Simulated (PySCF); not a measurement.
**BCl2O (SMILES [O]B(Cl)Cl) at UHF-D3(0)/pc-0 (density fitting)**

What is the vertical doublet–quartet gap of BCl2O at UHF-D3(0)/pc-0 (density fitting)? The job is set up through a Python script.

Program for the calculation: PySCF 2.14.0.

**1. The molecule**

The species is BCl2O (4 atoms), typed as a doublet with charge 0. As SMILES, `[O]B(Cl)Cl`. Geometry: relaxed at PBE0-D4/def2-TZVP.

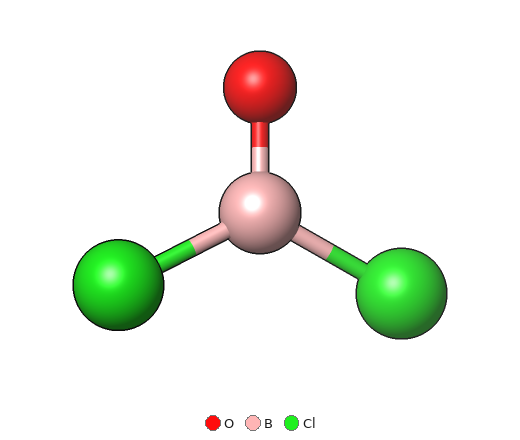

The structure, seen from a chosen angle (oxygen red, boron pink, chlorine green).

**2. A single-point energy at UHF-D3(0)/pc-0 (density fitting)**

File input.py:

```python
# [O]B(Cl)Cl
from pyscf import gto, scf

mol = gto.M(
    atom='''
O
B 1 1.327637
Cl 2 1.744041 1 117.69628
Cl 2 1.74405 1 117.69969 3 179.99788
''',
    max_memory=1860,
    verbose=4,
    basis='pc-0',
    spin=1,
)

mf = scf.UHF(mol)
mf = mf.density_fit()
mf.disp = 'd3zero'
mf.kernel()
if not mf.converged:
    mf = mf.newton().run(mf.mo_coeff, mf.mo_occ)

e_tot = mf.e_tot
print('E(%s) = %.9f' % ('HF', e_tot))
```

The run is started by

```console
$ OMP_NUM_THREADS=1 python input.py
```

Output:

```text
PySCF version 2.14.0

[INPUT] num. atoms = 4
[INPUT] num. electrons = 47
[INPUT] charge = 0
[INPUT] spin (= nelec alpha-beta = 2S) = 1
[INPUT] symmetry False subgroup None
[INPUT] Mole.unit = angstrom
[INPUT] Symbol           X                Y                Z      unit          X                Y                Z       unit  Magmom
[INPUT]  1 O      0.000000000000   0.000000000000   0.000000000000 AA    0.000000000000   0.000000000000   0.000000000000 Bohr   0.0
[INPUT]  2 B      1.327637000000   0.000000000000   0.000000000000 AA    2.508870322839   0.000000000000   0.000000000000 Bohr   0.0
[INPUT]  3 Cl     2.138240327863   0.000000000000   1.544215417142 AA    4.040688608161   0.000000000000   2.918144215729 Bohr   0.0
[INPUT]  4 Cl     2.138336415066  -0.000057135994  -1.544175138268 AA    4.040870186660  -0.000107971380  -2.918068099690 Bohr   0.0

nuclear repulsion = 171.614503015149
number of shells = 8
number of NR pGTOs = 80
number of NR cGTOs = 44
basis = pc-0
ecp = {}

******** <class 'pyscf.df.df_jk.DFUHF'> ********
method = DFUHF
initial guess = minao
damping factor = 0
level_shift factor = 0
DIIS = <class 'pyscf.scf.diis.CDIIS'>
diis_start_cycle = 1
diis_space = 8
diis_damp = 0
SCF conv_tol = 1e-09
SCF conv_tol_grad = None
SCF max_cycles = 50
direct_scf = False
number electrons alpha = 24  beta = 23
Set gradient conv threshold to 3.16228e-05
******** <class 'pyscf.df.df.DF'> ********
auxbasis = None
ETB for Cl: l = 0, exps = 0.68314 * 2^n , n = 0..15
ETB for Cl: l = 1, exps = 0.5265021834712559 * 2^n , n = 0..12
ETB for Cl: l = 2, exps = 0.40578 * 2^n , n = 0..9
ETB for O: l = 0, exps = 1.15848 * 2^n , n = 0..10
ETB for O: l = 1, exps = 0.9013813639076415 * 2^n , n = 0..7
ETB for O: l = 2, exps = 0.70134 * 2^n , n = 0..4
ETB for B: l = 0, exps = 0.3876 * 2^n , n = 0..10
ETB for B: l = 1, exps = 0.30341844373735755 * 2^n , n = 0..7
ETB for B: l = 2, exps = 0.23752 * 2^n , n = 0..4

WARN: Even tempered Gaussians are generated as DF auxbasis for  Cl O B

Calc dispersion correction with DFTD3.
Parameters: xc=hf, version=d3zero, atm=False
init E= -1018.17725968229
[... the frontier-level lines of each cycle are left out ...]

cycle= 1 E= -1017.69188089214  delta_E= 0.485  |g|= 0.431  |ddm|= 1.97
cycle= 2 E= -1017.79894715661  delta_E= -0.107  |g|= 0.385  |ddm|= 0.68
cycle= 3 E= -1017.86507795971  delta_E= -0.0661  |g|= 0.0932  |ddm|= 0.287
cycle= 4 E= -1017.8850624381  delta_E= -0.02  |g|= 0.0388  |ddm|= 0.21
cycle= 5 E= -1017.88937891154  delta_E= -0.00432  |g|= 0.0142  |ddm|= 0.134
cycle= 6 E= -1017.88956009208  delta_E= -0.000181  |g|= 0.00715  |ddm|= 0.0269
cycle= 7 E= -1017.88962806977  delta_E= -6.8e-05  |g|= 0.00163  |ddm|= 0.0177
cycle= 8 E= -1017.88963315471  delta_E= -5.08e-06  |g|= 0.000634  |ddm|= 0.00599
cycle= 9 E= -1017.88963381822  delta_E= -6.64e-07  |g|= 0.000256  |ddm|= 0.00155
cycle= 10 E= -1017.88963395788  delta_E= -1.4e-07  |g|= 7.54e-05  |ddm|= 0.000744
cycle= 11 E= -1017.8896339714  delta_E= -1.35e-08  |g|= 1.97e-05  |ddm|= 0.000255
cycle= 12 E= -1017.88963397228  delta_E= -8.82e-10  |g|= 6.27e-06  |ddm|= 6.91e-05
Extra cycle  E= -1017.88963397234  delta_E= -6.05e-11  |g|= 3.6e-06  |ddm|= 1.29e-05
converged SCF energy = -1017.88963397234  <S^2> = 0.75757101  2S+1 = 2.0075567
E(HF) = -1017.889633972
```

Run time: 1.2 s. Hardware: 1 thread of AMD EPYC 7R43 (Zen 3), shared host; peak memory 0.13 GiB.

**3. The quartet at the same level**

File input.py:

```python
from pyscf import gto, scf

mol = gto.Mole()
mol.atom = '''
O
B 1 1.327637
Cl 2 1.744041 1 117.69628
Cl 2 1.74405 1 117.69969 3 179.99788
'''
mol.basis = 'pc-0'
mol.verbose = 4
mol.spin = 3
mol.max_memory = 1860
mol.build()

mf = scf.UHF(mol)
mf = mf.density_fit()
mf.disp = 'd3zero'
mf.kernel()
if not mf.converged:
    mf = mf.newton().run(mf.mo_coeff, mf.mo_occ)

e_tot = mf.e_tot
print('E(%s) = %.9f' % ('HF', e_tot))
```

The run is started by

```console
$ OMP_NUM_THREADS=1 python input.py
```

Output:

```text
PySCF version 2.14.0

[INPUT] num. atoms = 4
[INPUT] num. electrons = 47
[INPUT] charge = 0
[INPUT] spin (= nelec alpha-beta = 2S) = 3
[INPUT] symmetry False subgroup None
[INPUT] Mole.unit = angstrom
[INPUT] Symbol           X                Y                Z      unit          X                Y                Z       unit  Magmom
[INPUT]  1 O      0.000000000000   0.000000000000   0.000000000000 AA    0.000000000000   0.000000000000   0.000000000000 Bohr   0.0
[INPUT]  2 B      1.327637000000   0.000000000000   0.000000000000 AA    2.508870322839   0.000000000000   0.000000000000 Bohr   0.0
[INPUT]  3 Cl     2.138240327863   0.000000000000   1.544215417142 AA    4.040688608161   0.000000000000   2.918144215729 Bohr   0.0
[INPUT]  4 Cl     2.138336415066  -0.000057135994  -1.544175138268 AA    4.040870186660  -0.000107971380  -2.918068099690 Bohr   0.0

nuclear repulsion = 171.614503015149
number of shells = 8
number of NR pGTOs = 80
number of NR cGTOs = 44
basis = pc-0
ecp = {}

******** <class 'pyscf.df.df_jk.DFUHF'> ********
method = DFUHF
initial guess = minao
damping factor = 0
level_shift factor = 0
DIIS = <class 'pyscf.scf.diis.CDIIS'>
diis_start_cycle = 1
diis_space = 8
diis_damp = 0
SCF conv_tol = 1e-09
SCF conv_tol_grad = None
SCF max_cycles = 50
direct_scf = False
number electrons alpha = 25  beta = 22
Set gradient conv threshold to 3.16228e-05
******** <class 'pyscf.df.df.DF'> ********
auxbasis = None
ETB for O: l = 0, exps = 1.15848 * 2^n , n = 0..10
ETB for O: l = 1, exps = 0.9013813639076415 * 2^n , n = 0..7
ETB for O: l = 2, exps = 0.70134 * 2^n , n = 0..4
ETB for B: l = 0, exps = 0.3876 * 2^n , n = 0..10
ETB for B: l = 1, exps = 0.30341844373735755 * 2^n , n = 0..7
ETB for B: l = 2, exps = 0.23752 * 2^n , n = 0..4
ETB for Cl: l = 0, exps = 0.68314 * 2^n , n = 0..15
ETB for Cl: l = 1, exps = 0.5265021834712559 * 2^n , n = 0..12
ETB for Cl: l = 2, exps = 0.40578 * 2^n , n = 0..9

WARN: Even tempered Gaussians are generated as DF auxbasis for  O B Cl

Calc dispersion correction with DFTD3.
Parameters: xc=hf, version=d3zero, atm=False
init E= -1018.17725968229
[... the frontier-level lines of each cycle are left out ...]


cycle= 1 E= -1017.41219634409  delta_E= 0.765  |g|= 0.431  |ddm|= 2.44


cycle= 2 E= -1017.55381951216  delta_E= -0.142  |g|= 0.257  |ddm|= 0.67


cycle= 3 E= -1017.5851802702  delta_E= -0.0314  |g|= 0.0585  |ddm|= 0.234


cycle= 4 E= -1017.59087552885  delta_E= -0.0057  |g|= 0.0177  |ddm|= 0.128
cycle= 5 E= -1017.59143470348  delta_E= -0.000559  |g|= 0.00631  |ddm|= 0.046
cycle= 6 E= -1017.59151986377  delta_E= -8.52e-05  |g|= 0.00252  |ddm|= 0.0213
cycle= 7 E= -1017.59153594418  delta_E= -1.61e-05  |g|= 0.000989  |ddm|= 0.00912
cycle= 8 E= -1017.59154004202  delta_E= -4.1e-06  |g|= 0.00054  |ddm|= 0.00386
cycle= 9 E= -1017.59154197999  delta_E= -1.94e-06  |g|= 0.000231  |ddm|= 0.00332
cycle= 10 E= -1017.59154233705  delta_E= -3.57e-07  |g|= 9.14e-05  |ddm|= 0.00151
cycle= 11 E= -1017.59154238979  delta_E= -5.27e-08  |g|= 5.6e-05  |ddm|= 0.000573
cycle= 12 E= -1017.59154240934  delta_E= -1.95e-08  |g|= 5.89e-05  |ddm|= 0.000261
cycle= 13 E= -1017.59154238568  delta_E= 2.37e-08  |g|= 4.59e-05  |ddm|= 0.000338
cycle= 14 E= -1017.59154235943  delta_E= 2.62e-08  |g|= 1.43e-05  |ddm|= 0.000753
cycle= 15 E= -1017.59154235867  delta_E= 7.64e-10  |g|= 5.84e-06  |ddm|= 0.000128
Extra cycle  E= -1017.59154235874  delta_E= -6.84e-11  |g|= 4.01e-06  |ddm|= 1.23e-05
converged SCF energy = -1017.59154235874  <S^2> = 3.7714479  2S+1 = 4.0107096
E(HF) = -1017.591542359
```

It took 1.2 s on 1 thread of AMD EPYC 7R43 (Zen 3), shared host; peak memory 0.13 GiB.

**4. Results**

Level: UHF-D3(0)/pc-0 (density fitting).

```
                                        quantity           value
                           doublet: total energy  -1017.88963 Eh
                          doublet: dipole moment          0.01 D
     doublet: HOMO energy (highest over α and β)       -13.47 eV
      doublet: LUMO energy (lowest over α and β)         0.29 eV
                      doublet: dispersion energy    -3.89 kJ/mol
                                   doublet: ⟨S²⟩           0.758
                           quartet: total energy  -1017.59154 Eh
                          quartet: dipole moment          2.27 D
     quartet: HOMO energy (highest over α and β)        -5.56 eV
      quartet: LUMO energy (lowest over α and β)        -5.44 eV
                      quartet: dispersion energy    -3.89 kJ/mol
                                   quartet: ⟨S²⟩           3.771
vertical energy of the quartet above the doublet        8.111 eV
```

At this shape the quartet lies 8.11 eV (187 kcal/mol) above the doublet. Mulliken charges (doublet) run from -0.18 on O1 to +0.37 on B2.
